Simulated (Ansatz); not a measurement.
**CH4BCl: two geometries relaxed**

Aim: relax the geometries before and after the reaction (reductive elimination), and see whether they are two minima and how far apart in energy. Meant to form: H2–Cl3; to break: B1–H2, B1–Cl3. The start is a guess near the saddle point, from which both ends are pulled out.

Program: Ansatz 0.2.0. Level of theory: RKS B3LYP-D4/def2-SVP. These are calculated values, not measurements.

## Step 1: The structure to begin with

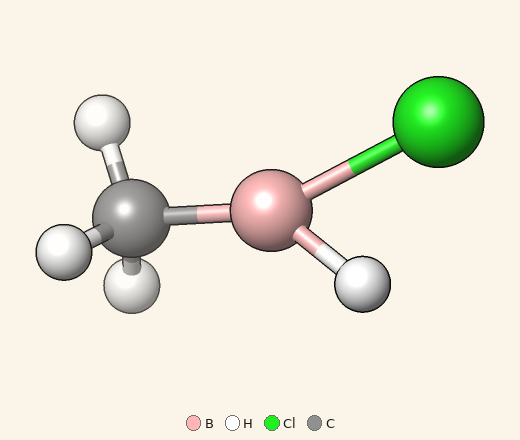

The starting structure, seen from a chosen angle (boron pink, hydrogen white, chlorine green, carbon grey).

Structure file:

```xyz
7

B     0.0000    0.0000    0.0000
H     0.5157    0.0000    1.2908
Cl    2.0511    0.0000    0.1912
C    -1.3856    0.0000   -0.8000
H    -1.9458   -0.9305   -0.5708
H    -1.9898    0.8797   -0.4946
H    -1.1839    0.0508   -1.8903
```

## Step 2: A restrained relaxation towards end A

Springs on the bonds that form and break draw the guess towards this end; the thresholds are loose.

The input, input.yaml:

```yaml
crystal:
  periodic: [false, false, false]
  atoms:
    - { symbol: B, position_ang: [0.0, 0.0, 0.0] }
    - { symbol: H, position_ang: [0.5157, 0.0, 1.2908] }
    - { symbol: Cl, position_ang: [2.0511, 0.0, 0.1912] }
    - { symbol: C, position_ang: [-1.3856, 0.0, -0.8] }
    - { symbol: H, position_ang: [-1.9458, -0.9305, -0.5708] }
    - { symbol: H, position_ang: [-1.9898, 0.8797, -0.4946] }
    - { symbol: H, position_ang: [-1.1839, 0.0508, -1.8903] }
basis:
  gaussian: { orbitals: def2-SVP }
hamiltonian:
  xc: b3lyp
  dispersion: d4
relax:
  f_tol: 0.15
  max_steps: 25
  restrain:
    - { distance: [1, 2], at: 2.57, k: 30.0 }
    - { distance: [0, 1], at: 1.19, k: 30.0 }
    - { distance: [0, 2], at: 1.86, k: 30.0 }
output:
  orbitals: {}
```

The run is started by

```console
$ ansatz run input.yaml --threads 1 --pin off --max-ram 2048MiB --backend cpu --events-out ev --progress --plain --runs-dir out
```

What it wrote, shortened:

```text
Warning: RAYON_NUM_THREADS=1 ignored (pool sized by the plan → 1); use --threads N
[...]
Functional definition: B3LYP
[...]
722 factors; integrals over basis functions are off by at most 3.6e-4 eV
[...]
mean field -14294.55980962 eV, -525.3153838028 hartree, gradient 3.8e-5 eV, S^2 0.000000; 0 other end points of the search recorded, 0 dependent functions left out
[...]
reference -14294.56003000 eV, -525.3153919016 hartree; 16, 16 occupied and 50, 50 virtual orbitals, 722 factors
relax step   1: F+E_penalty+E_count = -14294.71150555 eV  Δ(F+E_penalty+E_count) = +0.000e0 eV  max|allowed force component| = 4.847e0 eV/Å  E_restraint = 8.16584853 eV  max|allowed force component, restraints' pulls added| = 2.312e1 eV/Å  Δτ_max = 0.0000 Å  (24 SCF iters, accepted)
[...]
relax step   6: F+E_penalty+E_count = -14297.74502981 eV  Δ(F+E_penalty+E_count) = -4.004e-2 eV  max|allowed force component| = 1.195e0 eV/Å  E_restraint = 0.01769830 eV  max|allowed force component, restraints' pulls added| = 3.209e-1 eV/Å  Δτ_max = 0.0697 Å  (24 SCF iters, accepted)
[...]
relax step   7: F+E_penalty+E_count = -14297.75540050 eV  Δ(F+E_penalty+E_count) = -1.037e-2 eV  max|allowed force component| = 1.101e0 eV/Å  E_restraint = 0.02052790 eV  max|allowed force component, restraints' pulls added| = 1.459e-1 eV/Å  Δτ_max = 0.0558 Å  (24 SCF iters, accepted)
  distance H 1 - Cl 2 = 2.5698 Å
  distance B 0 - H 1 = 1.1958 Å
  distance B 0 - Cl 2 = 1.8235 Å
722 factors; integrals over basis functions are off by at most 5.0e-4 eV
[...]
mean field -14297.59605284 eV, -525.4269636830 hartree, gradient 1.6e-5 eV, S^2 0.000000; 1 other end points of the search recorded, 0 dependent functions left out
[...]
reference -14297.59625790 eV, -525.4269712191 hartree; 16, 16 occupied and 50, 50 virtual orbitals, 722 factors
Total energy: -14297.75560557 eV, -525.4328271379 hartree
Atom 0 at     0.048686     0.010848     0.232305 Å, force     1.101196    -0.151084    -0.523955 eV/Å
Atom 1 at    -0.044426    -0.011808     1.424300 Å, force     0.002525     0.044465     0.180352 eV/Å
Atom 2 at     1.755206    -0.003258    -0.410065 Å, force    -1.038541     0.040259     0.399088 eV/Å
Atom 3 at    -1.169731     0.004670    -0.725264 Å, force    -0.066000     0.072056    -0.032027 eV/Å
Atom 4 at    -1.774355    -0.902219    -0.531770 Å, force     0.014088     0.018285     0.015833 eV/Å
Atom 5 at    -1.831764     0.853331    -0.469162 Å, force    -0.019496    -0.021142    -0.012170 eV/Å
Atom 6 at    -0.921917     0.048435    -1.794045 Å, force     0.006228    -0.002838    -0.027120 eV/Å
Dipole moment:    -0.313990     0.002189    -0.020580 e Å
```

Wall time 15 s (1 thread of Arm Neoverse V1, shared host); peak memory 0.13 GiB.

Step by step:

```tsv
step	energy from step 1 (eV)	largest force component (eV/Å)
1	0.0000	4.8471
2	-1.3104	2.7800
3	-2.1908	2.5727
4	-2.7079	2.2200
5	-2.9935	1.4338
6	-3.0335	1.1947
7	-3.0439	1.1012
```

Step 1 is the start. Energies and forces in the table leave out the springs, which the log lists apart; the run stops on the force with the springs' pull added.

After: Bond lengths: B1–H2 1.196 Å, B1–Cl3 1.823 Å, B1–C4 1.550 Å, C4–H5 1.107 Å, C4–H6 1.106 Å, C4–H7 1.098 Å. Angles: H2–B1–Cl3 115.1°, H2–B1–C4 123.7°, Cl3–B1–C4 121.2°, B1–C4–H5 108.9°, B1–C4–H6 108.9°, B1–C4–H7 115.1°, H5–C4–H6 105.1°, H5–C4–H7 109.0°, H6–C4–H7 109.3°.

Pairs that crossed the distance rule for bonds on the way: came closer B1–H2.

## Step 3: Relaxing end A

It starts where the restrained run ended.

The input, input.yaml:

```yaml
crystal:
  periodic: [false, false, false]
  atoms:
    - { symbol: B, position_ang: [0.048686, 0.010848, 0.232305] }
    - { symbol: H, position_ang: [-0.044426, -0.011808, 1.4243] }
    - { symbol: Cl, position_ang: [1.755206, -0.003258, -0.410065] }
    - { symbol: C, position_ang: [-1.169731, 0.00467, -0.725264] }
    - { symbol: H, position_ang: [-1.774355, -0.902219, -0.53177] }
    - { symbol: H, position_ang: [-1.831764, 0.853331, -0.469162] }
    - { symbol: H, position_ang: [-0.921917, 0.048435, -1.794045] }
basis:
  gaussian: { orbitals: def2-SVP }
hamiltonian:
  xc: b3lyp
  dispersion: d4
relax:
  f_tol: 0.03
  max_steps: 50
```

The run is started by

```console
$ ansatz run input.yaml --threads 1 --pin off --max-ram 2048MiB --backend cpu --events-out ev --progress --plain --runs-dir out
```

What it wrote, shortened:

```text
Warning: RAYON_NUM_THREADS=1 ignored (pool sized by the plan → 1); use --threads N
[...]
[... 1 set-up line as earlier in the session ...]
[...]
719 factors; integrals over basis functions are off by at most 4.8e-4 eV
[...]
mean field -14297.59606063 eV, -525.4269639694 hartree, gradient 9.2e-6 eV, S^2 0.000000; 0 other end points of the search recorded, 0 dependent functions left out
[...]
reference -14297.59626434 eV, -525.4269714557 hartree; 16, 16 occupied and 50, 50 virtual orbitals, 719 factors
relax step   1: F+E_penalty+E_count = -14297.75540830 eV  Δ(F+E_penalty+E_count) = +0.000e0 eV  max|allowed force component| = 1.101e0 eV/Å  Δτ_max = 0.0000 Å  (24 SCF iters, accepted)
[...]
relax step   5: F+E_penalty+E_count = -14297.79263581 eV  Δ(F+E_penalty+E_count) = -2.994e-4 eV  max|allowed force component| = 4.069e-2 eV/Å  Δτ_max = 0.0196 Å  (25 SCF iters, accepted)
[...]
mean field -14297.63257919 eV, -525.4283060017 hartree, gradient 1.3e-5 eV, S^2 0.000000; 1 other end points of the search recorded, 0 dependent functions left out
[...]
reference -14297.63278198 eV, -525.4283134542 hartree; 16, 16 occupied and 50, 50 virtual orbitals, 719 factors
Total energy: -14297.79313381 eV, -525.4342062753 hartree
Atom 0 at     0.069404     0.000994     0.221087 Å, force     0.002966     0.000012     0.016624 eV/Å
Atom 1 at    -0.042139    -0.008380     1.421289 Å, force     0.000955    -0.000504    -0.007666 eV/Å
Atom 2 at     1.721167    -0.000753    -0.394337 Å, force    -0.002624     0.000797    -0.003190 eV/Å
Atom 3 at    -1.164423     0.006303    -0.727681 Å, force    -0.003710    -0.000537    -0.007048 eV/Å
Atom 4 at    -1.768754    -0.898954    -0.527039 Å, force     0.000612     0.004939    -0.000962 eV/Å
Atom 5 at    -1.825302     0.853603    -0.466486 Å, force     0.002234    -0.004077    -0.001505 eV/Å
Atom 6 at    -0.928253     0.047185    -1.800534 Å, force    -0.000433    -0.000630     0.003747 eV/Å
Dipole moment:    -0.248519    -0.002198    -0.037700 e Å
```

Wall time 13 s (1 thread of Arm Neoverse V1, shared host); peak memory 0.13 GiB.

The steps of the relaxation:

```tsv
step	energy from step 1 (eV)	largest force component (eV/Å)
1	0.0000	1.1012
2	-0.0216	0.7093
3	-0.0340	0.3303
4	-0.0369	0.0852
5	-0.0372	0.0407
6	-0.0375	0.0166
```

Step 1 is the start.

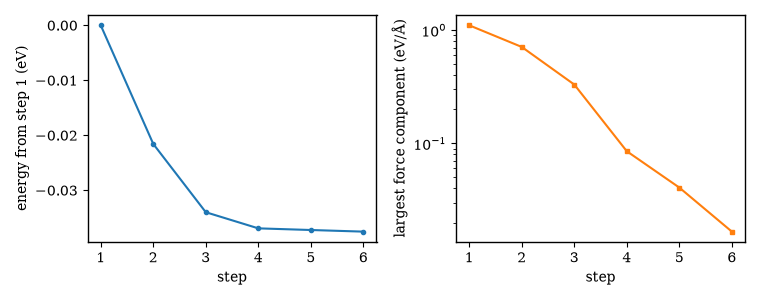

How energy and force went from step to step.

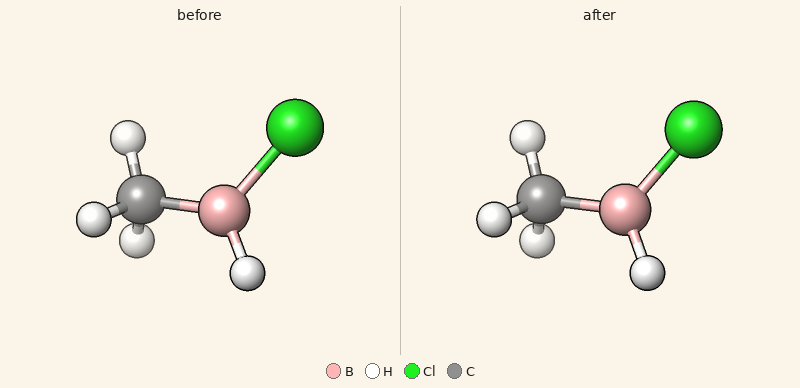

Before and after, at one scale.

After: Bond lengths: B1–H2 1.205 Å, B1–Cl3 1.763 Å, B1–C4 1.556 Å, C4–H5 1.107 Å, C4–H6 1.106 Å, C4–H7 1.099 Å. Angles: H2–B1–Cl3 115.7°, H2–B1–C4 122.2°, Cl3–B1–C4 122.0°, B1–C4–H5 108.6°, B1–C4–H6 109.4°, B1–C4–H7 115.1°, H5–C4–H6 104.9°, H5–C4–H7 108.9°, H6–C4–H7 109.3°.

(Part 1 of 2 ends here.)
